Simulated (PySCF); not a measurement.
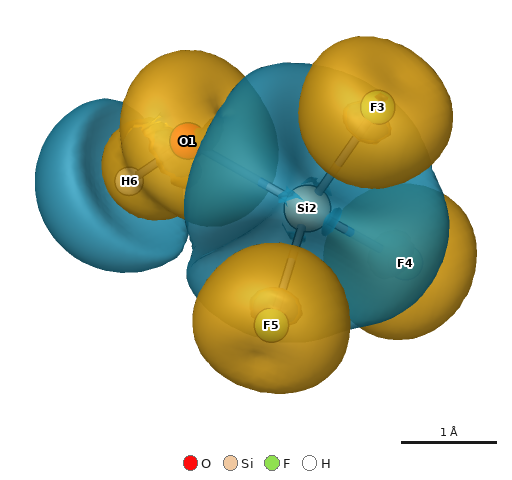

Figure 1: F₃HOSi, SMILES `O[Si](F)(F)F`. Deformation density (molecule less spherical, spin-averaged free atoms at the same positions), surfaces at ±0.04 e/Å³; yellow: gain, teal: loss.

Method: B3LYP/def2-SVPD; geometry: GFN2-xTB; program: PySCF. No frequency check shows the geometry to be a minimum.

Input

```python
import numpy as np
from pyscf import gto, scf, dft
from pyscf.scf import atom_ks, atom_hf
from scipy.linalg import block_diag

def solve(mol, dm0=None, hcore=None):
    mf = (dft.UKS if mol.spin else dft.RKS)(mol, xc='b3lyp')
    mf.grids.level = 3
    mf = mf.density_fit(auxbasis='def2-universal-jkfit')
    mf.conv_tol, mf.max_cycle = 1e-8, 80
    if hcore is not None:
        mf.get_hcore = lambda *args: hcore
    mf.kernel(dm0)
    if not mf.converged:
        mf = mf.newton().run(mf.mo_coeff, mf.mo_occ, max_cycle=30)
    assert mf.converged, 'SCF not converged'
    return mf

mol = gto.M(atom='''
O     -1.60543    -0.03586     0.00150
Si    -0.01790     0.00506     0.00004
F      0.42197     1.51274    -0.00329
F      0.63359    -0.70068    -1.25537
F      0.63600    -0.69559     1.25702
H     -2.12996    -0.83229     0.00233
''', basis='def2-svpd', charge=0, spin=0, verbose=4)
mf = solve(mol)
mf.analyze()
# spherically averaged free atoms, for the promolecule
atm = atom_ks.get_atm_nrks(mol, xc='b3lyp')
pro = block_diag(*[(atm[a[0]][2] * atm[a[0]][3]) @ atm[a[0]][2].T for a in mol._atom])
np.savez('result.npz', e=mf.e_tot, c=mf.mo_coeff, occ=mf.mo_occ, eps=mf.mo_energy, pro=pro, dip=mf.dip_moment(verbose=0), s2=mf.spin_square()[0])
```

Run with:

```sh
OMP_NUM_THREADS=1 python input.py
```

The run took 9 s on 1 thread of Arm Neoverse V2 (shared host), peak memory 0.49 GiB.

Partitions, critical points and surface values were worked out afterwards from this run's density.

Describe the bonding that the map shows.

Answer. O1–H6: +0.77 e/Å³ at the bond critical point (bond length 0.95 Å). O1–Si2: +0.07 e/Å³ at the bond critical point (bond length 1.59 Å); up to 0.6 Å beside the axis the gain reaches +0.39 e/Å³. Si2–F3: +0.01 e/Å³ at the bond critical point (bond length 1.57 Å); up to 0.6 Å beside the axis the gain reaches +0.28 e/Å³. Si2–F4 and Si2–F5: 0.01 e/Å³ at the bond critical point (bond length 1.58 Å); up to 0.6 Å beside the axis the gain reaches +0.27 e/Å³. In all, 1.4 electrons gather in the regions of gain relative to the promolecule. A small or negative value marks a very polar bond, one between electron-rich atoms, whose free-atom densities already overlap strongly, a long bond to a heavier atom, or a closed-shell contact such as a hydrogen bond.

Where do the Hirshfeld charges lie?

Answer. The highest Hirshfeld charge is on Si2 (+0.65 e), the lowest on O1 (−0.28 e).
